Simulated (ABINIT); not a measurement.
# Beyond one shot: BN (Qingsongite)

Wanted: G0W0 and self-consistent gaps of BN (Qingsongite), with the cost of the cycles.

Calculated with ABINIT 10.8.3; PBE and many-body steps on it, plane waves.

**1. Starting point**

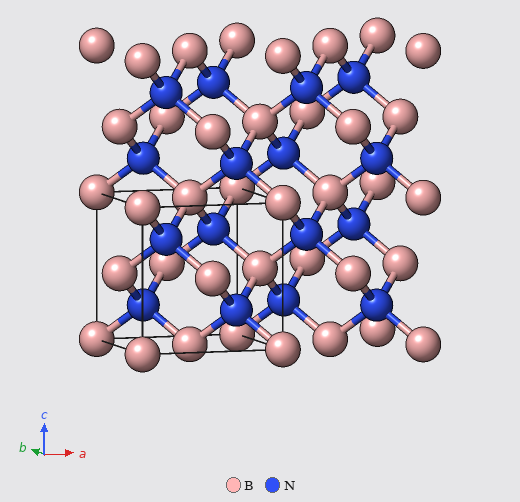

The starting structure, seen slightly off an axis (boron pink, nitrogen blue). 2×1×2 cells are drawn. This picture shows the conventional cell, with its axes. Bonds to atoms that aren't drawn are left out. Some periodic images of atoms are drawn too.

The cell and positions come from the Crystallography Open Database and are kept as given unless a step says otherwise.

**2. Empty states on the mesh, 6×6×6 mesh, 99 bands**

This step: ABINIT 10.8.3; DFT, PBE, plane waves, norm-conserving pseudopotentials.

The sums over transitions need many empty states on a uniform mesh; this step solves for them.

Input file run.abi:

```
acell 3*1.0 Angstrom
rprim 
  -0.000000000000 1.807500000000 1.807500000000
  1.807500000000 0.000000000000 1.807500000000
  1.807500000000 1.807500000000 -0.000000000000
ntypat 2
znucl 5 7
natom 2
typat 1 2
xred 
  0.000000000000 0.000000000000 0.000000000000
  0.250000000000 0.250000000000 0.250000000000
pp_dirpath "pseudos"
pseudos "B.upf, N.upf"
ecut 36
ngkpt 6 6 6
nshiftk 1
shiftk 0 0 0
kptopt 1
chksymbreak 0
irdden 1
istwfk *1
nband 99
prtvol 0
optdriver 6
gwr_task "HDIAGO"
paral_kgb 0
occopt 1
indata_prefix "in"
outdata_prefix "out"
tmpdata_prefix "tmp"
```

Command:

```sh
$ OMP_NUM_THREADS=1 mpirun -n 4 abinit run.abi > log
```

Output:

```text
.Version 10.8.3 of ABINIT. v10.8.2 released Aug 2026.

 Symmetries : space group F-4 3 m (#216); Bravais cF (face-center cubic)
[... echo of the input left out ...]
== DATASET  1 ==================================================================
-   mpi_nproc: 4, omp_nthreads: 1 (-1 if OMP is not activated)

--- !DatasetInfo
iteration_state: {dtset: 1, }
dimensions: {natom: 2, nkpt: 16, mband: 99, nsppol: 1, nspinor: 1, nspden: 1, mpw: 869, }
cutoff_energies: {ecut:  36.0, pawecutdg:  -1.0, }
[...]
Indirect band gap semiconductor
 Fundamental gap:     4.535 (eV)
   VBM:     8.220 (eV) at k: [ 0.0000E+00,  0.0000E+00,  0.0000E+00]
   CBM:    12.755 (eV) at k: [ 5.0000E-01,  5.0000E-01,  0.0000E+00]
 Direct gap:         8.878 (eV) at k: [ 0.0000E+00,  0.0000E+00,  0.0000E+00]

== END DATASET(S) ==============================================================
================================================================================

 -outvars: echo values of variables after computation  --------
           etotal      0.0000000000E+00
            nband          99
             nkpt          16
          spgroup         216
 [... the other variables as echoed above ...]

 Calculation completed.
```

Run time: 3.1 s. Hardware: 4 MPI ranks of Intel Xeon 6975P-C (Granite Rapids), shared host; peak memory 0.34 GiB.

Numbers from this step:

```yaml
gap: 4.535 eV
k_of_the_valence_top: 0, 0, 0
k_of_the_conduction_bottom: 0.5, 0.5, 0
least_direct_gap: 8.878 eV
k_points_computed: 16
lowest_point_of_the_top_converged_band_above_the_valence_top: 192.0699 eV
```

On this mesh the gap is 4.535 eV.

The density comes from a self-consistent run that is not shown.

**3. Screening, 6×6×6 mesh, 91 bands, screening to 261.2 eV**

The RPA dielectric matrix is built and inverted for each q.

This step: RPA screening on PBE, plane waves, norm-conserving pseudopotentials.

Edit run.abi of step 2 so:

```diff
@@ -20,10 +20,11 @@
 chksymbreak 0
-irdden 1
 istwfk *1
-nband 99
-prtvol 0
-optdriver 6
-gwr_task "HDIAGO"
-paral_kgb 0
 occopt 1
+irdwfk 1
+optdriver 3
+nband 91
+ecuteps 9.6
+inclvkb 2
+awtr 1
+symchi 1
 indata_prefix "in"
```

Output:

```text
.Version 10.8.3 of ABINIT. v10.8.2 released Aug 2026.

 Symmetries : space group F-4 3 m (#216); Bravais cF (face-center cubic)
[... echo of the input left out ...]
== DATASET  1 ==================================================================
-   mpi_nproc: 4, omp_nthreads: 1 (-1 if OMP is not activated)

--- !DatasetInfo
iteration_state: {dtset: 1, }
dimensions: {natom: 2, nkpt: 16, mband: 91, nsppol: 1, nspinor: 1, nspden: 1, mpw: 869, }
cutoff_energies: {ecut:  36.0, pawecutdg:  -1.0, }
electrons: {nelect:   8.00000000E+00, charge:   0.00000000E+00, occopt:   1.00000000E+00, tsmear:   1.00000000E-02, }

 SCREENING: Calculation of the susceptibility and dielectric matrices

 Based on a program developped by R.W. Godby, V. Olevano, G. Onida, and L. Reining.
 Incorporated in ABINIT by V. Olevano, G.-M. Rignanese, and M. Torrent.
.Using double precision arithmetic ; gwpc =  8

[... cell and pseudopotentials left out ...]
--------------------------------------------------------------------------------

 ==== K-mesh for the wavefunctions ====
 Number of points in the irreducible wedge :    16
[... list of points left out ...]
 Together with 24 symmetry operations and time-reversal symmetry
 yields   216 points in the full Brillouin Zone.

 ==== Q-mesh for the screening function ====
 Number of points in the irreducible wedge :    16
[... list of points left out ...]
 Together with 24 symmetry operations and time-reversal symmetry
 yields   216 points in the full Brillouin Zone.

 setmesh: FFT mesh size selected  =    20x   20x   20
          total number of points  =         8000

 vcoul_init : cutoff-mode = AUXILIARY_FUNCTION
 q-points for optical limit:   1
     1)      0.000010    0.000020    0.000030

- screening: taking advantage of time-reversal symmetry
- Maximum band index for partially occupied states nbvw = 4
- Remaining bands to be divided among processors   nbcw = 87
- Number of bands treated by each node ~21

 Number of electrons calculated from density =    8.0000; Expected =    8.0000
 average of density, n =  0.100376
 r_s =    1.3348
 omega_plasma =   30.5612 [eV]

 calculating chi0 at frequencies [eV] :
  1    0.000000E+00    0.000000E+00
  2    0.000000E+00    3.056116E+01

--------------------------------------------------------------------------------
  q-point number  1        q = ( 0.000000, 0.000000, 0.000000) [r.l.u.]
--------------------------------------------------------------------------------
[... chi0 elements left out ...]
 For q-point:  0.000010 0.000020 0.000030
  dielectric constant =   4.3902
  dielectric constant without local fields =   4.7430

  Average fulfillment of the sum rule on Im[epsilon] for q-point    1 :     92.40  [%]
[... wings left out ...]
  q-point number  2        q = ( 0.166667, 0.000000, 0.000000) [r.l.u.]
--------------------------------------------------------------------------------
[... chi0 elements left out ...]
  Average fulfillment of the sum rule on Im[epsilon] for q-point    2 :     98.59  [%]

 [... 14 further q-points ...]
```

The job ended after 8.8 s (4 MPI ranks; peak memory 0.53 GiB).

This step gave:

```yaml
eps_infinity_with_local_fields_on_this_mesh_along_the_program_s_q_direction: 4.390
the_same_without_local_fields: 4.743
plasma_frequency: 30.56 eV
plane_waves_in_the_screening_matrix: 113
```

Local fields lower ε∞ by 7 %. On a Γ-centred mesh this coarse the value itself is usually too large, while a short band sum pulls it down.

**4. G0W0**

The self-energy is evaluated for the states that the input lists, and the levels follow from it, in one-shot runs by the linearised quasiparticle equation.

This step: G0W0 on PBE, plane waves, norm-conserving pseudopotentials.

Edit run.abi of step 3 so:

```diff
@@ -23,8 +23,17 @@
 irdwfk 1
-optdriver 3
+optdriver 4
 nband 91
+gwcalctyp 0
+ecutsigx 36
+symsigma 1
+nkptgw 2
+kptgw 
+  0.0000000000 0.0000000000 0.0000000000
+  0.5000000000 0.5000000000 0.0000000000
+bdgw 
+  2 7
+  3 6
 ecuteps 9.6
-inclvkb 2
-awtr 1
-symchi 1
+irdscr 1
+ppmodel 1
 indata_prefix "in"
```

Output:

```text
.Version 10.8.3 of ABINIT. v10.8.2 released Aug 2026.

 Symmetries : space group F-4 3 m (#216); Bravais cF (face-center cubic)
[... echo of the input left out ...]
== DATASET  1 ==================================================================
-   mpi_nproc: 4, omp_nthreads: 1 (-1 if OMP is not activated)

--- !DatasetInfo
iteration_state: {dtset: 1, }
dimensions: {natom: 2, nkpt: 16, mband: 91, nsppol: 1, nspinor: 1, nspden: 1, mpw: 869, }
cutoff_energies: {ecut:  36.0, pawecutdg:  -1.0, }
electrons: {nelect:   8.00000000E+00, charge:   0.00000000E+00, occopt:   1.00000000E+00, tsmear:   1.00000000E-02, }

 SIGMA: Calculation of the GW corrections

 Based on a program developped by R.W. Godby, V. Olevano, G. Onida, and L. Reining.
 Incorporated in ABINIT by V. Olevano, G.-M. Rignanese, and M. Torrent.
.Using double precision arithmetic ; gwpc =  8

[... cell and pseudopotentials left out ...]
--------------------------------------------------------------------------------

 ==== K-mesh for the wavefunctions ====
 Number of points in the irreducible wedge :    16
[... list of points left out ...]
 Together with 24 symmetry operations and time-reversal symmetry
 yields   216 points in the full Brillouin Zone.

 ==== Q-mesh for screening function ====
 Number of points in the irreducible wedge :    16
[... list of points left out ...]
 Together with 24 symmetry operations and time-reversal symmetry
 yields   216 points in the full Brillouin Zone.

 vcoul_init : cutoff-mode = AUXILIARY_FUNCTION
 q-points for optical limit:   1
     1)      0.000010    0.000020    0.000030
 setmesh: FFT mesh size selected  =    25x   25x   25
          total number of points  =        15625

 Number of electrons calculated from density =    8.0000; Expected =    8.0000
 average of density, n =  0.100376
 r_s =    1.3348
 omega_plasma =   30.5612 [eV]

 === KS Band Gaps ===
  >>>> For spin  1
   Minimum direct gap =   8.8782 [eV], located at k-point      :   0.0000  0.0000  0.0000
   Fundamental gap    =   4.5349 [eV], Top of valence bands at :   0.0000  0.0000  0.0000
                                       Bottom of conduction at :   0.5000  0.5000  0.0000
 SIGMA fundamental parameters:
 PLASMON POLE MODEL  1
 number of plane-waves for SigmaX                  869
 number of plane-waves for SigmaC and W            113
 number of plane-waves for wavefunctions           869
 number of bands                                    91
 number of independent spin polarizations            1
 number of spinorial components                      1
 number of k-points in IBZ                          16
 number of q-points in IBZ                          16
 number of symmetry operations                      24
 number of k-points in BZ                          216
 number of q-points in BZ                          216
 number of frequencies for dSigma/dE                 9
 frequency step for dSigma/dE [eV]                0.25
 number of omega for Sigma on real axis              0
 max omega for Sigma on real axis  [eV]           0.00
 zcut for avoiding poles [eV]                     0.10

 EPSILON^-1 parameters (SCR file):
 dimension of the eps^-1 matrix on file            113
 dimension of the eps^-1 matrix used               113
 number of plane-waves for wavefunctions           869
 number of bands                                    91
 number of q-points in IBZ                          16
 number of frequencies                               2
 number of real frequencies                          1
 number of imag frequencies                          1

 matrix elements of self-energy operator (all in [eV])

 Perturbative Calculation

--- !SelfEnergy_ee
iteration_state: {dtset: 1, }
kpoint     : [   0.000,    0.000,    0.000, ]
spin       : 1
KS_gap     :    8.878
QP_gap     :   10.948
Delta_QP_KS:    2.070
data: !SigmaeeData |
     Band     E0 <VxcDFT>   SigX SigC(E0)      Z dSigC/dE  Sig(E)    E-E0       E
        2   8.220 -18.521 -22.105   2.464   0.827  -0.210 -19.447  -0.926   7.294
        3   8.220 -18.521 -22.105   2.464   0.827  -0.210 -19.447  -0.926   7.294
        4   8.220 -18.521 -22.105   2.464   0.827  -0.210 -19.447  -0.926   7.294
        5  17.099 -13.778  -7.120  -5.298   0.842  -0.188 -12.633   1.144  18.243
        6  17.099 -13.778  -7.120  -5.298   0.842  -0.188 -12.633   1.144  18.243
        7  17.099 -13.778  -7.120  -5.298   0.842  -0.188 -12.633   1.144  18.243

--- !SelfEnergy_ee
iteration_state: {dtset: 1, }
kpoint     : [   0.500,    0.500,    0.000, ]
spin       : 1
KS_gap     :    9.442
QP_gap     :   11.406
Delta_QP_KS:    1.964
data: !SigmaeeData |
     Band     E0 <VxcDFT>   SigX SigC(E0)      Z dSigC/dE  Sig(E)    E-E0       E
        3   3.313 -16.496 -21.664   3.469   0.817  -0.225 -17.883  -1.387   1.926
        4   3.313 -16.496 -21.664   3.469   0.817  -0.225 -17.883  -1.387   1.926
        5  12.755 -12.569  -7.356  -4.537   0.854  -0.172 -11.992   0.577  13.332
        6  17.562 -12.695  -6.758  -5.119   0.850  -0.176 -11.999   0.696  18.258

== END DATASET(S) ==============================================================
================================================================================

 -outvars: echo values of variables after computation  --------
           etotal      0.0000000000E+00
            nband          91
             nkpt          16
          spgroup         216
 [... the other variables as echoed above ...]

 Calculation completed.
```

Elapsed: 3.6 s, on 4 MPI ranks; peak memory 0.54 GiB; 14 s of CPU time.

Numbers from this step:

```yaml
g0w0_gap_on_the_points_computed: 6.038 eV
starting_gap_on_the_mesh: 4.535 eV
k_of_the_valence_top: 0, 0, 0
k_of_the_conduction_bottom: 0.5, 0.5, 0
z_at_the_valence_top: 0.827
z_at_the_conduction_bottom: 0.854
least_direct_g0w0_gap_on_the_computed_points: 10.95 eV
```

The gap on the mesh goes from 4.53 eV to 6.04 eV, a correction of +1.50 eV.

**5. evGW0, cycle 1**

This step: evGW0 on PBE, plane waves, norm-conserving pseudopotentials.

Edit run.abi of step 4 so:

```diff
@@ -25,12 +25,40 @@
 nband 91
-gwcalctyp 0
+gwcalctyp 10
 ecutsigx 36
 symsigma 1
-nkptgw 2
+nkptgw 16
 kptgw 
   0.0000000000 0.0000000000 0.0000000000
+  0.1666666667 0.0000000000 0.0000000000
+  0.3333333333 0.0000000000 0.0000000000
+  0.5000000000 0.0000000000 0.0000000000
+  0.1666666667 0.1666666667 0.0000000000
+  0.3333333333 0.1666666667 0.0000000000
+  0.5000000000 0.1666666667 0.0000000000
+  -0.3333333333 0.1666666667 0.0000000000
+  -0.1666666667 0.1666666667 0.0000000000
+  0.3333333333 0.3333333333 0.0000000000
+  0.5000000000 0.3333333333 0.0000000000
+  -0.3333333333 0.3333333333 0.0000000000
   0.5000000000 0.5000000000 0.0000000000
+  0.5000000000 0.3333333333 0.1666666667
+  -0.3333333333 0.3333333333 0.1666666667
+  -0.3333333333 0.5000000000 0.1666666667
 bdgw 
-  2 7
-  3 6
+  1 8
+  1 8
+  1 8
+  1 8
+  1 8
+  1 8
+  1 8
+  1 8
+  1 8
+  1 8
+  1 8
+  1 8
+  1 8
+  1 8
+  1 8
+  1 8
 ecuteps 9.6
```

Output:

```text
.Version 10.8.3 of ABINIT. v10.8.2 released Aug 2026.

 Symmetries : space group F-4 3 m (#216); Bravais cF (face-center cubic)
[... echo of the input left out ...]
== DATASET  1 ==================================================================
-   mpi_nproc: 4, omp_nthreads: 1 (-1 if OMP is not activated)

--- !DatasetInfo
iteration_state: {dtset: 1, }
dimensions: {natom: 2, nkpt: 16, mband: 91, nsppol: 1, nspinor: 1, nspden: 1, mpw: 869, }
cutoff_energies: {ecut:  36.0, pawecutdg:  -1.0, }
electrons: {nelect:   8.00000000E+00, charge:   0.00000000E+00, occopt:   1.00000000E+00, tsmear:   1.00000000E-02, }

 SIGMA: Calculation of the GW corrections

 Based on a program developped by R.W. Godby, V. Olevano, G. Onida, and L. Reining.
 Incorporated in ABINIT by V. Olevano, G.-M. Rignanese, and M. Torrent.
.Using double precision arithmetic ; gwpc =  8

[... cell and pseudopotentials left out ...]
--------------------------------------------------------------------------------

 ==== K-mesh for the wavefunctions ====
 Number of points in the irreducible wedge :    16
[... list of points left out ...]
 Together with 24 symmetry operations and time-reversal symmetry
 yields   216 points in the full Brillouin Zone.

 ==== Q-mesh for screening function ====
 Number of points in the irreducible wedge :    16
[... list of points left out ...]
 Together with 24 symmetry operations and time-reversal symmetry
 yields   216 points in the full Brillouin Zone.

 vcoul_init : cutoff-mode = AUXILIARY_FUNCTION
 q-points for optical limit:   1
     1)      0.000010    0.000020    0.000030
 setmesh: FFT mesh size selected  =    25x   25x   25
          total number of points  =        15625

 Number of electrons calculated from density =    8.0000; Expected =    8.0000
[...]
QP_gap     :   16.442
Delta_QP_KS:    2.399
data: !SigmaeeData |
     Band     E_DFT   <VxcDFT>   E(N-1)  <Hhartree>   SigX  SigC[E(N-1)]    Z     dSigC/dE  Sig[E(N)]  DeltaE  E(N)_pert E(N)_diago
[...]
--- !SelfEnergy_ee
iteration_state: {dtset: 1, }
kpoint     : [  -0.333,    0.500,    0.167, ]
spin       : 1
KS_gap     :   13.976
QP_gap     :   16.326
Delta_QP_KS:    2.350
data: !SigmaeeData |
     Band     E_DFT   <VxcDFT>   E(N-1)  <Hhartree>   SigX  SigC[E(N-1)]    Z     dSigC/dE  Sig[E(N)]  DeltaE  E(N)_pert E(N)_diago
[...]
7    23.325   -15.251    23.325    38.577    -6.630    -6.908     0.819    -0.221   -13.849     1.403    24.728    25.038
        8    25.034   -15.634    25.034    40.668    -6.645    -7.130     0.806    -0.240   -14.135     1.499    26.533    26.893

 New Fermi energy :        3.772546E-01 Ha ,    1.026562E+01 eV
 New Exchange energy :    -3.386380E+00 Ha ,   -9.214810E+01 eV

 === QP Band Gaps ===
  >>>> For spin  1
   Minimum direct gap =  11.3574 [eV], located at k-point      :   0.0000  0.0000  0.0000
   Fundamental gap    =   6.3307 [eV], Top of valence bands at :   0.0000  0.0000  0.0000
                                       Bottom of conduction at :   0.5000  0.5000  0.0000

 writing QP data on file : out_QPS

 Convergence of QP corrections
 >>>>> For spin  1 <<<<<
.  kptgw no:  1; Maximum DeltaE = (  -1.974   0.016) for band index:  1
.  kptgw no:  2; Maximum DeltaE = (  -1.975   0.024) for band index:  1
.  kptgw no:  3; Maximum DeltaE = (  -1.956   0.030) for band index:  1
[...]
.  kptgw no: 15; Maximum DeltaE = (  -1.922   0.003) for band index:  1
.  kptgw no: 16; Maximum DeltaE = (  -1.899   0.004) for band index:  1

== END DATASET(S) ==============================================================
================================================================================

 -outvars: echo values of variables after computation  --------
           etotal      0.0000000000E+00
            nband          91
             nkpt          16
          spgroup         216
 [... the other variables as echoed above ...]

 Calculation completed.
```

Run time: 98 s. Hardware: 4 MPI ranks; peak memory 0.61 GiB.

Numbers from this step:

- quasiparticle gap on the mesh: 6.331 eV
- gap of the density functional on the mesh: 4.535 eV
- k of the valence top: 0, 0, 0
- k of the conduction bottom: 0.5, 0.5, 0
- Z at the valence top: 0.827
- Z at the conduction bottom: 0.854
- least direct quasiparticle gap on the computed points: 11.36 eV

Against G0W0 in ABINIT (6×6×6 mesh, 91 bands, screening to 261.2 eV, Godby-Needs plasmon pole), the gap moves by +0.293 eV. This first cycle still uses the starting levels; it takes the full correction, at all points of the mesh, and its linearised value is 6.038 eV.

**6. evGW0, cycle 2**

The corrected levels of the last cycle go back in.

Edit run.abi of step 5 so:

```diff
@@ -66,2 +66,3 @@
 ppmodel 1
+irdqps 1
 indata_prefix "in"
```

Output:

```text
.Version 10.8.3 of ABINIT. v10.8.2 released Aug 2026.

 Symmetries : space group F-4 3 m (#216); Bravais cF (face-center cubic)
[... echo of the input left out ...]
== DATASET  1 ==================================================================
-   mpi_nproc: 4, omp_nthreads: 1 (-1 if OMP is not activated)

--- !DatasetInfo
iteration_state: {dtset: 1, }
dimensions: {natom: 2, nkpt: 16, mband: 91, nsppol: 1, nspinor: 1, nspden: 1, mpw: 869, }
cutoff_energies: {ecut:  36.0, pawecutdg:  -1.0, }
[...]
.  kptgw no:  3; Maximum DeltaE = (   0.136   0.027) for band index:  1
[...]
.  kptgw no: 15; Maximum DeltaE = (  -0.166  -0.000) for band index:  7
.  kptgw no: 16; Maximum DeltaE = (  -0.152  -0.001) for band index:  8

== END DATASET(S) ==============================================================
================================================================================

 -outvars: echo values of variables after computation  --------
           etotal      0.0000000000E+00
            nband          91
             nkpt          16
          spgroup         216
 [... the other variables as echoed above ...]

 Calculation completed.
```

It took 97 s on 4 MPI ranks; peak memory 0.61 GiB.

Numbers from this step:

```yaml
quasiparticle_gap_on_the_mesh: 6.253 eV
gap_of_the_density_functional_on_the_mesh: 4.535 eV
k_of_the_valence_top: 0, 0, 0
k_of_the_conduction_bottom: 0.5, 0.5, 0
least_direct_quasiparticle_gap_on_the_computed_points: 11.22 eV
```

Against the cycle before, the gap moves by −0.078 eV.

(Continued in part 2 of 3.)

[Paths, hosts, dates, memory and timing lines, banners, echoed tables and standing remarks are left out of the program output.]

[Logs are printed without paths, hosts, clocks, repeated set-up lines and the standing remarks that a program may print on its own settings, such as how far it seeks lower states.]

[Runs of the session that timed out or met a known fault of the program may be left out.]

[Hosts, paths, dates, database ids (printed as entryN), source tags and the programs' standing remarks are cut or masked in the printed files.]

[G0W0 gaps are taken among the corrected bands and points alone; a level outside them can change the order at an edge.]

[Where Ansatz stands beside ABINIT at settings called matched, ABINIT's density can come from a denser mesh and the files from another edition; pairs whose starting gaps differed by over 0.03 eV were left out, so agreement reads better than it is.]
